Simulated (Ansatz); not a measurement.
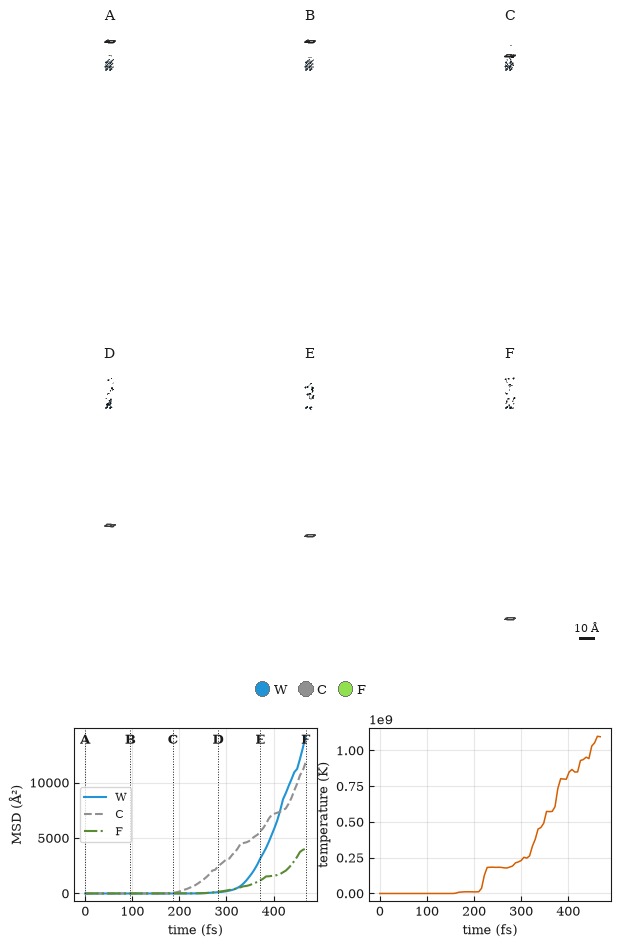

First-principles dynamics of F2 on WC(100) (26 atoms in the cell), of which 468 fs are on record. Frames (A at 0 fs, B at 96 fs, C at 186 fs, D at 282 fs, E at 372 fs, F at 468 fs) and the history of the run. A ball-and-stick model of the simulation cell, with the vacuum cut short, seen slightly off an axis. Atoms that leave the cell re-enter on the other side. Bonds to atoms that aren't drawn are left out.

Level of theory: DFT PBE, scalar-relativistic, plane waves, PAW in Ansatz. Settings: plane-wave cutoff 420 eV; k-point mesh 3 × 3 × 1; Fermi-Dirac smearing 0.1 eV; low-accuracy preset; 4 atoms held fixed; constant energy (NVE); time step 6 fs; at the start 2 atoms move with typed velocities and the others are at rest.

### Describe the run.

Root-mean-square distances from the starting positions over the second half, with the common drift of all atoms taken out: C 72.29 Å, W 61.93 Å, F 34.38 Å. That is a large part of the typical shortest distance between atoms in the first frame, about 2.2 Å and still growing: the atoms leave their places as in a liquid. Bond changes: 2 C–F bonds form between 168 fs and 360 fs; 20 C–C bonds form between 174 fs and 468 fs; 19 C–C bonds break between 186 fs and 438 fs; 2 C–F bonds break between 192 fs and 366 fs; one C–C contact opens and closes in turn. The mean temperature in the second half is 552809249 K (standard deviation 323549767 K). The potential energy in the second half lies on average 42900 meV per atom above the first frame. The total energy moves between −6.1 and 1.2e+08 meV per atom from its start, in jumps that begin near 372 fs. The integration has failed. The time step of 6 fs is long for the fastest vibrations here (lightest element carbon). The run was cut off by its time limit after 78 steps.

Limits of the set-up: the program's low-accuracy preset was used; the periodic images lie only 5.7 Å apart, so the values are limited by the cell's size.

Cost: 78 min on 4 threads of Arm Neoverse V2 (shared host), peak memory 2.8 GiB.

PAW datasets: the set soft_1.
